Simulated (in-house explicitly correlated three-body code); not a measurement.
# Two electrons around a charge of +3.7: exact states and exact Kohn–Sham parts

System: two electrons around a charge of +3.7. A variational three-body run gives its energies and expectation values, then the exact Kohn–Sham parts of the ground state and the errors of common functionals.

Program: in-house explicitly correlated three-body code version 1. Level of theory: two electrons, non-relativistic, variational in exponentially correlated functions. These are calculated values, not measurements, unless marked.

## (1) Starting point

| Property | Result |
| --- | --- |
| charge of the centre | +3.7 |
| mass of the centre | infinite |
| interactions | Coulomb |
| basis | 260 functions exp(−a r1 − b r2 − g r12) a state, exponent ranges optimised |
| units | hartree and bohr; relativity and QED are left out |

## (2) The variational calculation

Settings:

```ini
Z = 3.7
interaction_strength = 1.0
functions = 260
states_tried = 13
```

Run with:

```bash
python run_hyl.py task.json out
```

Results of the run (chosen fields of its result record, rounded):

```text
status: converged
states [hartree, bohr]:
  - {"name": "1 1S", "E": -11.53290463583, "change": 1.5e-09, "T": 11.532904615, "inv_r": 3.387789643, "inv_r12": 2.003834111, "r": 0.451768852, "r2": 0.276346816, "r12": 0.676050436, "r12_2": 0.570368925, "cos": -0.03556013, "p1p2": 0.38096016, "d1": 13.42377, "d12": 1.1531}
  - {"name": "2 3S", "E": -7.909941137851, "change": 1.4e-10, "T": 7.9099411372, "inv_r": 2.218268388, "inv_r12": 0.5953037987, "r": 1.16386469, "r2": 2.26158349, "r12": 1.98448758, "r12_2": 4.5428069, "cos": -0.01080739, "p1p2": 0.024931907, "d1": 8.647911, "d12": 0.0}
  - {"name": "2 1S", "E": -7.81047427074, "change": 2.3e-09, "T": 7.8104742491, "inv_r": 2.196944277, "inv_r12": 0.6364391288, "r": 1.25508992, "r2": 2.6910358, "r12": 2.15149235, "r12_2": 5.40928898, "cos": -0.01359136, "p1p2": 0.030305459, "d1": 8.56563, "d12": 0.15637}
  - {"name": "2 3P", "E": -7.799411599732, "change": 9.9e-10, "T": 7.7994116006, "inv_r": 2.198777762, "inv_r12": 0.6721322362, "r": 1.07759052, "r2": 1.95561289, "r12": 1.83034665, "r12_2": 3.9900399, "cos": -0.06038688, "p1p2": -0.56930087, "d1": 7.949216, "d12": 0.0}
  - {"name": "2 1P", "E": -7.744423010379, "change": 5.7e-10, "T": 7.7444230069, "inv_r": 2.183572452, "inv_r12": 0.6695901283, "r": 1.1436856, "r2": 2.23150929, "r12": 1.92101499, "r12_2": 4.44446846, "cos": 0.01952022, "p1p2": 0.4933744, "d1": 8.081376, "d12": 0.028597}
  - {"name": "3 3S", "E": -7.291817975695, "change": 6.5e-10, "T": 7.291818085, "inv_r": 2.008579824, "inv_r12": 0.2798546361, "r": 2.47509807, "r2": 11.8345612, "r12": 4.57015986, "r12_2": 23.680348, "cos": -0.003325463, "p1p2": 0.0070026722, "d1": 8.222734, "d12": 0.0}
  - {"name": "3 1S", "E": -7.265577599451, "change": 9.1e-09, "T": 7.2655771396, "inv_r": 2.002890212, "inv_r12": 0.290232832, "r": 2.61132839, "r2": 13.290821, "r12": 4.83878915, "r12_2": 26.5946016, "cos": -0.004284586, "p1p2": 0.0090157906, "d1": 8.206093, "d12": 0.045885}
  - {"name": "3 3P", "E": -7.262663132071, "change": 2.9e-09, "T": 7.2626631541, "inv_r": 2.003218232, "inv_r12": 0.2984886307, "r": 2.44170541, "r2": 11.6733407, "r12": 4.50782628, "r12_2": 23.3703228, "cos": -0.01575296, "p1p2": -0.14193946, "d1": 8.032405, "d12": 0.0}
  - {"name": "3 1P", "E": -7.246593997596, "change": 2.7e-09, "T": 7.2465940091, "inv_r": 1.998970139, "inv_r12": 0.299191025, "r": 2.53813698, "r2": 12.6747513, "r12": 4.6903013, "r12_2": 25.3513872, "cos": 0.005240877, "p1p2": 0.13966837, "d1": 8.065845, "d12": 0.0096187}
  - {"name": "4 3S", "E": -7.089888052263, "change": 2.3e-08, "T": 7.0898901191, "inv_r": 1.937920099, "inv_r12": 0.160830562, "r": 4.34188355, "r2": 38.6519994, "r12": 8.29209223, "r12_2": 77.3108513, "cos": -0.001398733, "p1p2": 0.0028678391, "d1": 8.127588, "d12": 0.0}
  - {"name": "4 1S", "E": -7.079316250134, "change": 7.8e-08, "T": 7.0793175089, "inv_r": 1.9356082, "inv_r12": 0.1648669224, "r": 4.52440271, "r2": 42.140375, "r12": 8.65562377, "r12_2": 84.2882529, "cos": -0.001832078, "p1p2": 0.0037925128, "d1": 8.121578, "d12": 0.01917}
  - {"name": "4 3P", "E": -7.078118804707, "change": 1.4e-08, "T": 7.0781188438, "inv_r": 1.93571383, "inv_r12": 0.1680446901, "r": 4.36089417, "r2": 39.3501573, "r12": 8.33186498, "r12_2": 78.7117967, "cos": -0.006342722, "p1p2": -0.056224127, "d1": 8.049827, "d12": 0.0}
  - {"name": "4 1P", "E": -7.071402070342, "change": 1.2e-08, "T": 7.0714023142, "inv_r": 1.933962388, "inv_r12": 0.1685172851, "r": 4.4889811, "r2": 41.7860436, "r12": 8.583916, "r12_2": 83.5752353, "cos": 0.002124396, "p1p2": 0.057854483, "d1": 8.063124, "d12": 0.0042223}
threshold [hartree]: -6.845
transitions:
  - ["1 1S", "2 1P", 3.7884816, 0.2091883]
  - ["1 1S", "3 1P", 4.2863106, 0.04308355]
  - ["1 1S", "4 1P", 4.4615026, 0.01613277]
  - ["2 1S", "2 1P", 0.06605126, 3.707398]
  - ["2 1S", "3 1P", 0.56388027, 0.7828025]
  - ["2 1S", "4 1P", 0.7390722, 0.1623329]
  - ["3 1S", "2 1P", -0.47884541, 0.2545249]
  - ["3 1S", "3 1P", 0.018983602, 22.18123]
  - ["3 1S", "4 1P", 0.19417553, 2.388902]
  - ["4 1S", "2 1P", -0.66510676, 0.03742977]
  - ["4 1S", "3 1P", -0.16727775, 1.595358]
  - ["4 1S", "4 1P", 0.0079141798, 73.77202]
  - ["2 3S", "2 3P", 0.11052954, 3.188312]
  - ["2 3S", "3 3P", 0.64727801, 0.5485311]
  - ["2 3S", "4 3P", 0.83182233, 0.123111]
  - ["3 3S", "2 3P", -0.50759362, 0.2802076]
  - ["3 3S", "3 3P", 0.029154844, 20.16229]
  - ["3 3S", "4 3P", 0.21369917, 1.721426]
  - ["4 3S", "2 3P", -0.70952355, 0.03861005]
  - ["4 3S", "3 3P", -0.17277508, 1.822527]
  - ["4 3S", "4 3P", 0.011769248, 68.62457]
polarisability [au]: {"1 1S": {"alpha": 0.07401479, "c6": 0.0188389, "f_sum": 2.0}, "2 3S": {"alpha": 20.13122, "c6": 36.1789, "f_sum": 1.999942}}
kohn_sham [hartree]: {"Ts": 11.4918278, "hartree": 4.17799566, "Ex": -2.08899783, "Tc": 0.0410767935, "Uc": -0.0851637208, "Ec": -0.0440869272, "norm": 1.99999992}
hartree_fock [hartree]: [-11.488826696, -4.69967368]
```

«change» is the move of the energy from 170 to 260 functions; states that moved too far are left out. d1 and d12 are the expectation values of δ(r1) and δ(r12).

Run time: 38 s. Hardware: 1 thread of AMD EPYC 7R13 (Zen 3), shared host.

## (3) Levels

Binding counts from the one-electron threshold at -6.845000 hartree:

| state | binding (eV) | excitation (eV) | quantum defect | ⟨r⟩ | ⟨r12⟩ (bohr) | ⟨cos θ12⟩ |
| --- | --- | --- | --- | --- | --- | --- |
| 1 ¹S | 127.564 | 0 | 0.118 | 0.4518 | 0.6761 | -0.0356 |
| 2 ³S | 28.9785 | 98.5859 | 0.150 | 1.164 | 1.984 | -0.0108 |
| 2 ¹S | 26.2719 | 101.292 | 0.057 | 1.255 | 2.151 | -0.0136 |
| 2 ³P | 25.9709 | 101.594 | 0.046 | 1.078 | 1.830 | -0.0604 |
| 2 ¹P | 24.4745 | 103.090 | -0.013 | 1.144 | 1.921 | 0.0195 |
| 3 ³S | 12.1585 | 115.406 | 0.144 | 2.475 | 4.570 | -0.0033 |
| 3 ¹S | 11.4445 | 116.120 | 0.056 | 2.611 | 4.839 | -0.0043 |
| 3 ³P | 11.3652 | 116.199 | 0.046 | 2.442 | 4.508 | -0.0158 |
| 3 ¹P | 10.9279 | 116.636 | -0.013 | 2.538 | 4.690 | 0.0052 |
| 4 ³S | 6.66374 | 120.901 | 0.142 | 4.342 | 8.292 | -0.0014 |
| 4 ¹S | 6.37607 | 121.188 | 0.056 | 4.524 | 8.656 | -0.0018 |
| 4 ³P | 6.34349 | 121.221 | 0.046 | 4.361 | 8.332 | -0.0063 |
| 4 ¹P | 6.16071 | 121.404 | -0.012 | 4.489 | 8.584 | 0.0021 |

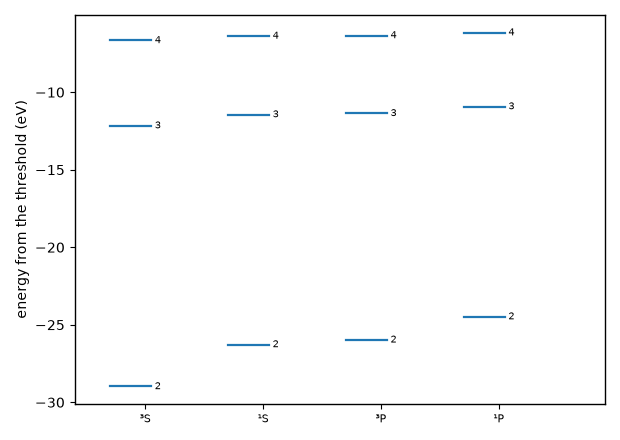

Excited levels under the threshold, term by term; numbers give n.

## (4) Electric-dipole lines

Oscillator strengths from the S state (negative where P lies lower) and rates of the upper state's decay:

| S | P | E(P) − E(S) (eV) | f | rate (1/s) |
| --- | --- | --- | --- | --- |
| 1 ¹S | 2 ¹P | 103.09 | 0.5283 | 8.121e+10 |
| 1 ¹S | 3 ¹P | 116.64 | 0.1231 | 2.422e+10 |
| 1 ¹S | 4 ¹P | 121.40 | 0.04798 | 1.023e+10 |
| 2 ¹S | 2 ¹P | 1.7973 | 0.1633 | 7.628e+06 |
| 2 ¹S | 3 ¹P | 15.344 | 0.2943 | 1.002e+09 |
| 2 ¹S | 4 ¹P | 20.111 | 0.07998 | 4.679e+08 |
| 3 ¹S | 2 ¹P | -13.030 | -0.08125 | 5.986e+08 |
| 3 ¹S | 3 ¹P | 0.51657 | 0.2807 | 1.083e+06 |
| 3 ¹S | 4 ¹P | 5.2838 | 0.3092 | 1.249e+08 |
| 4 ¹S | 2 ¹P | -18.098 | -0.01660 | 2.359e+08 |
| 4 ¹S | 3 ¹P | -4.5519 | -0.1779 | 1.600e+08 |
| 4 ¹S | 4 ¹P | 0.21536 | 0.3892 | 2.611e+05 |
| 2 ³S | 2 ³P | 3.0077 | 0.2349 | 3.074e+07 |
| 2 ³S | 3 ³P | 17.613 | 0.2367 | 1.062e+09 |
| 2 ³S | 4 ³P | 22.635 | 0.06827 | 5.059e+08 |
| 3 ³S | 2 ³P | -13.812 | -0.09482 | 7.850e+08 |
| 3 ³S | 3 ³P | 0.79334 | 0.3919 | 3.568e+06 |
| 3 ³S | 4 ³P | 5.8151 | 0.2452 | 1.199e+08 |
| 4 ³S | 2 ³P | -19.307 | -0.01826 | 2.954e+08 |
| 4 ³S | 3 ³P | -4.7014 | -0.2099 | 2.013e+08 |
| 4 ³S | 4 ³P | 0.32026 | 0.5384 | 7.988e+05 |

## (5) The exact density, inverted

With two electrons in one orbital the density fixes the Kohn–Sham potential directly; exchange is minus half the Hartree term. On a radial grid:

| r (bohr) | 4πr²n | v_x | v_c | pair density 4πr12²h | Coulomb hole |
| --- | --- | --- | --- | --- | --- |
| 0.0568 | 0.7168 | -3.314 | -0.040 | 0.04800 | -0.0130 |
| 0.0768 | 1.133 | -3.262 | -0.032 | 0.08740 | -0.0218 |
| 0.104 | 1.706 | -3.177 | -0.021 | 0.1578 | -0.0351 |
| 0.14 | 2.387 | -3.049 | -0.008 | 0.2756 | -0.0525 |
| 0.19 | 3.081 | -2.856 | 0.007 | 0.4698 | -0.0714 |
| 0.257 | 3.525 | -2.594 | 0.019 | 0.7448 | -0.0807 |
| 0.347 | 3.457 | -2.264 | 0.024 | 1.060 | -0.0655 |
| 0.47 | 2.764 | -1.884 | 0.020 | 1.284 | -0.0192 |
| 0.635 | 1.693 | -1.499 | 0.012 | 1.220 | 0.0313 |
| 0.859 | 0.7239 | -1.148 | 0.005 | 0.8193 | 0.0432 |
| 1.16 | 0.1928 | -0.8598 | 0.002 | 0.3395 | 0.0189 |

The last two columns are read against r12, and the hole is the exact less the Kohn–Sham pair density.

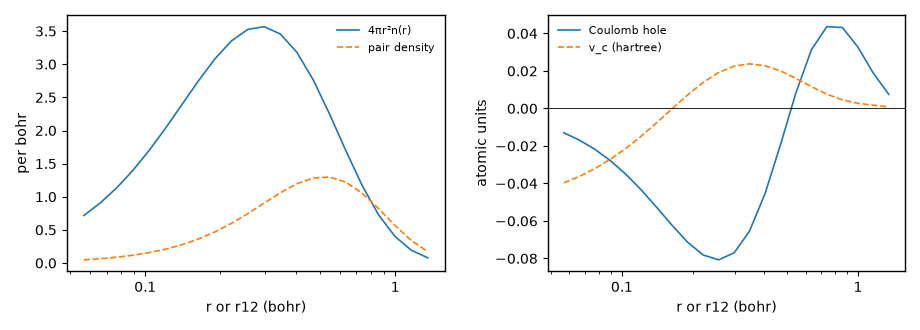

Radial density and pair density (left); Coulomb hole and correlation potential (right).

## (6) Functionals against the exact answer

Errors in millihartree. The functional-driven error is that on the exact density; the rest comes from the functional's own density. Hybrids were run self-consistently alone, so they have no split; a dash in a self-consistent column means that the top level came out unbound:

| functional | exchange | correlation | functional-driven | density-driven | total, self-consistent | top level + binding (eV) |
| --- | --- | --- | --- | --- | --- | --- |
| LDA VWN5 | +293.3 | -102.8 | +190.5 | -2.2 | +188.3 | +20.98 |
| LDA PW92 | +293.3 | -102.0 | +191.3 | -2.2 | +189.1 | +20.99 |
| PBE | +35.0 | -1.6 | +33.3 | -1.2 | +32.1 | +19.72 |
| PBEsol | +125.7 | -14.0 | +111.7 | -1.2 | +110.4 | +20.51 |
| BLYP | +10.1 | -4.6 | +5.5 | -1.5 | +4.0 | +19.33 |
| RPBE | -0.5 | -1.6 | -2.1 | -1.3 | -3.4 | +19.52 |
| PW91 | +28.6 | -8.6 | +20.0 | -1.2 | +18.8 | +19.48 |
| BP86 | +10.1 | -3.4 | +6.7 | -0.8 | +5.9 | +19.52 |
| OLYP | +6.7 | -4.6 | +2.1 | -1.5 | +0.6 | +19.41 |
| AM05 | +226.1 | -83.3 | +142.8 | -1.5 | +141.3 | +20.88 |
| TPSS | -4.0 | -2.6 | -6.6 | -0.3 | -6.9 | +18.29 |
| revTPSS | -3.5 | -5.1 | -8.6 | -0.2 | -8.8 | +17.97 |
| SCAN | -4.4 | +2.8 | -1.6 | -0.3 | -1.9 | +17.68 |
| r2SCAN | -4.4 | +2.8 | -1.6 | -0.3 | -1.9 | +17.68 |
| M06-L | -23.6 | -3.8 | -27.5 | -2.3 | -29.8 | +17.47 |
| PBE0 | – | – | – | – | +24.0 | +14.52 |
| B3LYP (VWN-RPA) | – | – | – | – | -1.1 | +15.12 |
| HSE06 | – | – | – | – | +21.5 | +14.92 |
| ωB97X | – | – | – | – | -17.3 | +12.57 |
| r2SCAN0 | – | – | – | – | -0.6 | +13.04 |

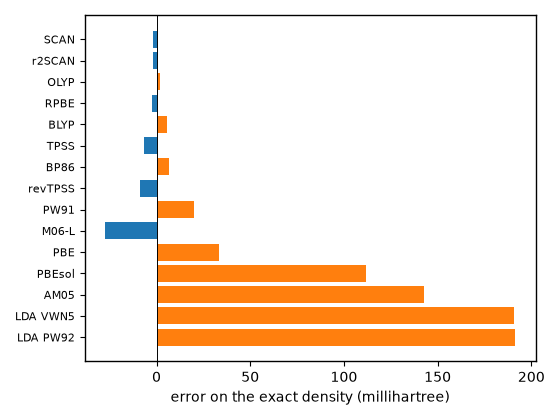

Exchange–correlation error of each functional on the exact density.

## (7) Outcome

| quantity | value |
| --- | --- |
| ground-state energy | -11.53290464 hartree |
| binding of the second electron | 127.56 eV |
| ⟨r12⟩, ⟨cos θ12⟩ | 0.6761 bohr, -0.0356 |
| resonance line 1 ¹S–2 ¹P | 103.09 eV, f = 0.5283 |
| polarisability of the ground state | 0.074015 bohr³ |
| Ts, Ex, Ec (Kohn–Sham) | 11.49183, -2.08900, -0.04409 hartree |
| exact less Hartree–Fock | -0.04408 hartree |

The second electron is bound by 127.6 eV, and the mean cosine of -0.036 shows the electrons leaning only slightly to opposite sides. The virial ratio −T/E is 1.0000000, where an exact Coulomb state gives 1. Exchange puts 2 ³S 2.71 eV under 2 ¹S. On the exact density SCAN errs least (-1.6 millihartree) and LDA PW92 most (+191.3). Self-consistent top levels of the semilocal functionals lie +17.5 to +21.0 eV from minus the binding energy, the exact Kohn–Sham level.
